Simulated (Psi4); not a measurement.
**Si2H5OF (SMILES O[SiH](F)[SiH3]): wB97M-V/6-31G(d) (spherical functions)**

What is the vertical singlet–triplet gap of Si2H5OF at wB97M-V/6-31G* (spherical functions)? 

The calculation is run with Psi4 1.11.

2 further runs of the same task are left out: 1 that didn't finish, 1 set aside as unsound or not needed.

### 1 Starting point

The species is Si2H5OF (9 atoms), meant as a singlet with charge 0. SMILES: `O[SiH](F)[SiH3]`. Geometry: relaxed at PBE0-D4/def2-TZVP. This is one conformer, not always the lowest.

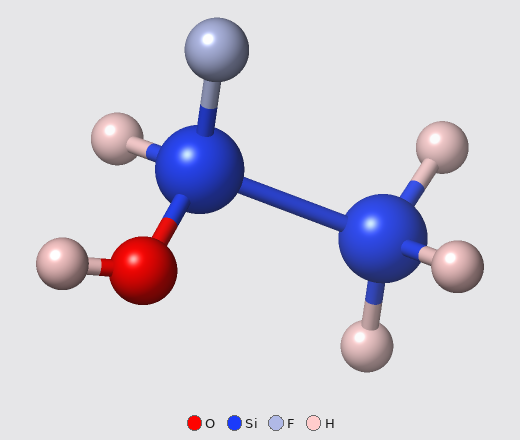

Viewed from a chosen angle; oxygen red, silicon blue, fluorine light blue, hydrogen pink.

### 2 The energy at wB97M-V/6-31G(d) (spherical functions)

Input file input.inp:

```
memory 2.2 GB

molecule {
  O
  Si 1 R2
  F 2 R3 1 A3
  Si 2 R4 3 A4 1 D4
  H 1 R5 2 A5 3 D5
  H 2 R6 3 A6 1 D6
  H 4 R7 2 A7 6 D7
  H 4 R8 7 A8 2 D8
  H 4 R9 8 A9 7 D9

  R2 = 1.636065
  R3 = 1.60331
  A3 = 110.15924
  R4 = 2.339006
  A4 = 109.29643
  D4 = -117.16473
  R5 = 0.958823
  A5 = 118.86173
  D5 = 71.48264
  R6 = 1.48798
  A6 = 105.01799
  D6 = 119.06696
  R7 = 1.487226
  A7 = 109.58651
  D7 = 59.96519
  R8 = 1.487017
  A8 = 108.82201
  D8 = 119.66221
  R9 = 1.486108
  A9 = 109.40302
  D9 = -119.32438
  symmetry c1
}

set globals {
  reference            rks
  puream               true
  e_convergence        1e-09
  d_convergence        1e-08
  scf_type             pk
  dft_radial_points    99
  dft_spherical_points 590
}

energy("wb97m-v/6-31G*")
print_variables()
```

The run is started by

```
$ psi4 -i input.inp -o input.out -n 1
```

input.out, shortened:

```text
[...]
  Running in c1 symmetry.
[...]
  Nuclear repulsion =  227.836446127082496
[...]
  Multiplicity = 1
[...]
  Nalpha       = 25
  Nbeta        = 25
[...]
    Number of basis functions: 74
[...]
   @RKS iter   1:  -756.86351154327383   -7.13136e-01   8.05987e-03 ADIIS/DIIS
[...]
   @RKS iter  11:  -757.00473006485493   -5.22959e-12   4.83728e-09 DIIS
[...]
    Orbital Energies [Eh]
    ---------------------
    Doubly Occupied:
       1A    -66.452804     2A    -66.388733     3A    -24.898050
       4A    -19.361667     5A     -5.485541     6A     -5.435947
       7A     -3.800782     8A     -3.799110     9A     -3.797578
      10A     -3.748750    11A     -3.748702    12A     -3.748522
      13A     -1.306507    14A     -1.143688    15A     -0.702462
      16A     -0.643187    17A     -0.612499    18A     -0.555203
      19A     -0.543037    20A     -0.511324    21A     -0.463728
      22A     -0.447067    23A     -0.444334    24A     -0.439026
      25A     -0.375116
[...]
  @RKS Final Energy:  -757.00473006485493
   => Energetics <=
    Nuclear Repulsion Energy =            227.8364461270824961
    One-Electron Energy =               -1502.5584471662141368
    Two-Electron Energy =                 564.5840300601194031
    DFT Exchange-Correlation Energy =     -47.0724352527777228
    Empirical Dispersion Energy =           0.0000000000000000
    VV10 Nonlocal Energy =                  0.2056761669349534
    Total Energy =                       -757.0047300648549253
[...]
 Multipole Moments:
 ------------------------------------------------------------------------------------
     Multipole            Electronic (a.u.)      Nuclear  (a.u.)        Total (a.u.)
 ------------------------------------------------------------------------------------
 L = 1.  Multiply by 2.5417464519 to convert [e a0] to [Debye]
 Dipole X            :         -2.9462438            2.4448760           -0.5013677
 Dipole Y            :         -4.9595310            5.2126018            0.2530709
 Dipole Z            :         -0.4360160            0.1737424           -0.2622737
 Magnitude           :                                                    0.6198403
[...]
```

It took 1.8 min on 1 thread of Intel Xeon 6975P-C (Granite Rapids), shared host; peak memory 1.4 GiB.

### 3 The triplet at the same level

Input file calc.py:

```python
import psi4

psi4.set_memory('2200 MB')
psi4.set_num_threads(1)
psi4.set_output_file('psi4.out', False)

molecule = psi4.geometry("""
0 3
O     -0.392500    -0.610800     1.768100
Si    -0.831500    -0.160600     0.257700
F     -1.775600     1.133800     0.319400
Si     1.135000     0.371100    -0.891700
H     -1.050500    -1.005600     2.343000
H     -1.664600    -1.215400    -0.380600
H      0.798700     0.860600    -2.255200
H      1.981700    -0.845200    -1.013900
H      1.887800     1.425600    -0.163800
symmetry c1
no_reorient
no_com
""")

options = {'basis': '6-31G*', 'reference': 'uks', 'puream': True, 'e_convergence': 1e-09, 'd_convergence': 1e-08, 'scf_type': 'pk', 'dft_radial_points': 99, 'dft_spherical_points': 590, 'maxiter': 100}
psi4.set_options(options)

E = psi4.energy("wb97m-v")
print(f'wb97m-v energy: {E:.10f} Eh')
```

The run is started by

```
$ python calc.py
```

psi4.out, shortened:

```text
[...]
  Running in c1 symmetry.
[...]
  Nuclear repulsion =  227.836453995710258
[...]
  Multiplicity = 3
[...]
  Nalpha       = 26
  Nbeta        = 24
[...]
    Number of basis functions: 74
[...]
   @UKS iter   1:  -756.60116300177549   -4.50787e-01   8.16895e-03 DIIS/ADIIS
[...]
   @UKS iter  40:  -756.75161122561292   -1.12550e-11   7.33296e-09 DIIS
[...]
   @S^2 Observed:                2.002807548E+00
[...]
    Orbital Energies [Eh]
    ---------------------
    Alpha Occupied:
       1A    -66.486013     2A    -66.435830     3A    -24.916234
       4A    -19.363795     5A     -5.516007     6A     -5.477338
       7A     -3.833787     8A     -3.829497     9A     -3.827831
      10A     -3.796200    11A     -3.788810    12A     -3.787564
      13A     -1.323492    14A     -1.147307    15A     -0.729187
      16A     -0.663788    17A     -0.628052    18A     -0.578628
      19A     -0.560442    20A     -0.530847    21A     -0.477657
      22A     -0.468559    23A     -0.466612    24A     -0.448871
      25A     -0.424831    26A     -0.127505
    Alpha Virtual:
[...]
  @UKS Final Energy:  -756.75161122561292
   => Energetics <=
    Nuclear Repulsion Energy =            227.8364539957102579
    One-Electron Energy =               -1501.2935610276731495
    Two-Electron Energy =                 563.5182231065901988
    DFT Exchange-Correlation Energy =     -47.0175627852911830
    Empirical Dispersion Energy =           0.0000000000000000
    VV10 Nonlocal Energy =                  0.2048354850510518
    Total Energy =                       -756.7516112256129190
[...]
 Multipole Moments:
 ------------------------------------------------------------------------------------
     Multipole            Electronic (a.u.)      Nuclear  (a.u.)        Total (a.u.)
 ------------------------------------------------------------------------------------
 L = 1.  Multiply by 2.5417464519 to convert [e a0] to [Debye]
 Dipole X            :         24.2727816          -24.4120490           -0.1392674
 Dipole Y            :        -14.6460523           14.1442221           -0.5018302
 Dipole Z            :        -12.6435620           12.6099535           -0.0336086
 Magnitude           :                                                    0.5218798
[...]
```

Standard output:

```text
wb97m-v energy: -756.7516112256 Eh
```

Run time: 6.4 min. Hardware: 1 thread of Intel Xeon 6975P-C (Granite Rapids), shared host; peak memory 1.4 GiB.

### 4 What came out

At wB97M-V/6-31G* (spherical functions):

| quantity | value |
| --- | --- |
| singlet: total energy | -757.00473 Eh |
| singlet: dipole moment | 1.58 D |
| singlet: HOMO energy | -10.21 eV |
| singlet: LUMO energy | 2.09 eV |
| singlet: HOMO–LUMO gap | 12.30 eV |
| triplet: total energy | -756.75161 Eh |
| triplet: dipole moment | 1.33 D |
| triplet: HOMO energy (highest over α and β) | -3.47 eV |
| triplet: ⟨S²⟩ | 2.003 |
| vertical energy of the triplet above the singlet | 6.888 eV |

At this shape the triplet lies 6.89 eV (665 kJ/mol) above the singlet.
